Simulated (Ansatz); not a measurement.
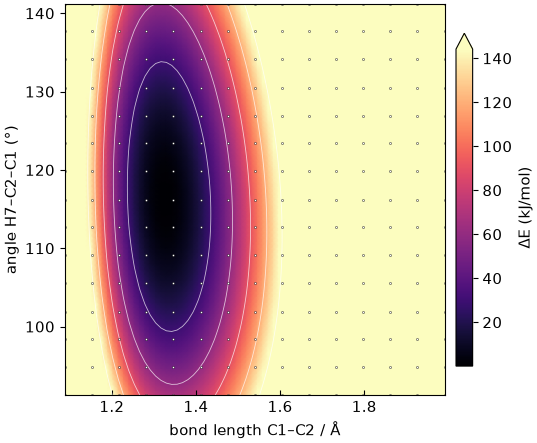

C₂H₄BNa, SMILES C=C[BH][Na]. First axis: bond length C1–C2. Second axis: angle H7–C2–C1. Nothing is relaxed (all other coordinates rigid). The grid has 15 × 15 points. Energies are in kJ/mol, from the relaxed molecule at the same level. The reference is spin-restricted, which grows unreliable where a bond is stretched far. Method: RHF/def2-TZVP (Ansatz 0.2.0).

Drawn: a smooth colour map with a few white contour lines, dots at the grid points, one colour for all values above the top of the scale. Between grid points the surface is interpolated.

> Estimate the position of the minimum and the force constants in these coordinates.

The interpolated minimum is at bond length C1–C2 ≈ 1.327 Å, angle H7–C2–C1 ≈ 116.2°. The curvatures there are about 65 eV/Å² and 6.9 eV/rad², with a cross term of about 2.1 eV/(Å·rad). Round the minimum the two coordinates are weakly coupled (coupling 0.10 in units of the two stiffnesses). (1 eV is 96.5 kJ/mol.)
